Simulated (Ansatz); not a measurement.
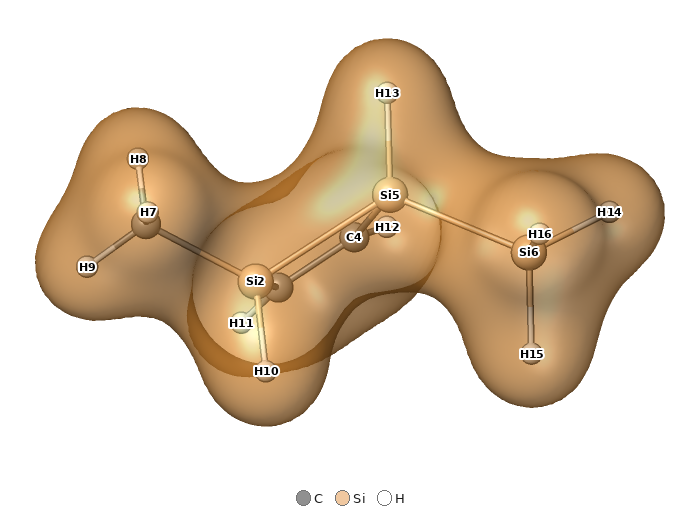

C3H10Si3. Isosurface of the total electron density at 0.1 e/Å³ (orange), seen from one side.

Computed with Ansatz, RKS PBE-D4/6-31G.

```xyz
16

C     0.0933   -2.7633   -0.6592
Si    0.6197   -1.0267   -0.0236
C     2.1808   -0.9334    1.1149
C     3.0956   -0.1974    0.4147
Si    2.2130    0.2889   -1.2436
Si    1.8032    2.6037   -1.5202
H    -0.6667   -2.6606   -1.4516
H     0.9628   -3.2981   -1.0736
H    -0.3363   -3.3655    0.1591
H    -0.5991   -0.3020    0.5310
H     2.3560   -1.3517    2.1151
H     4.1000    0.0608    0.7748
H     2.8567   -0.2846   -2.4982
H     3.0679    3.3878   -1.8171
H     1.1902    3.1658   -0.2539
H     0.8311    2.8415   -2.6600
```

What does this surface tell about the bonding?

At this value the surface is in one piece. It bridges the shortest C–C (1.37 Å), C–Si (1.92 Å), Si–Si (2.37 Å) and C–H (1.10 Å) contacts, where the density stays above the isovalue. On the grid the lowest density along these lines, outside the cores, is 2.1 e/Å³ (C–C, 1.37 Å), 0.66 e/Å³ (C–Si, 1.92 Å), 0.5 e/Å³ (Si–Si, 2.37 Å) and 1.7 e/Å³ (C–H, 1.10 Å).
